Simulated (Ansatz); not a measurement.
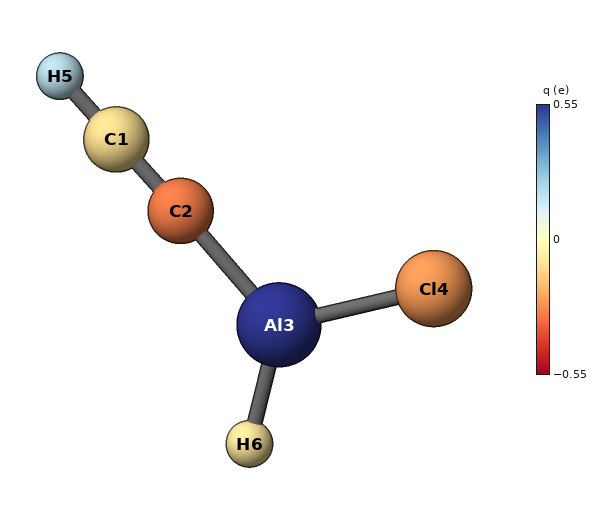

Atoms are coloured by their Mulliken charges. Computed geometry: PBE0-D4/def2-TZVP optimisation. No frequency run is at hand to confirm it as a minimum. Properties computed with RKS PBE0-D4/def2-TZVP (Ansatz 0.2.0).

Which atom carries the highest charge (most positive or least negative)?

Answer. Al3 (0.54 e).

And the lowest?

Answer. C2 (−0.30 e).

List the Mulliken charges.

```csv
atom,value (e)
C1,−0.10
C2,−0.30
Al3,0.54
Cl4,−0.25
H5,0.18
H6,−0.08
```

Mulliken values depend strongly on the basis set and can even reverse the polarity of a bond.
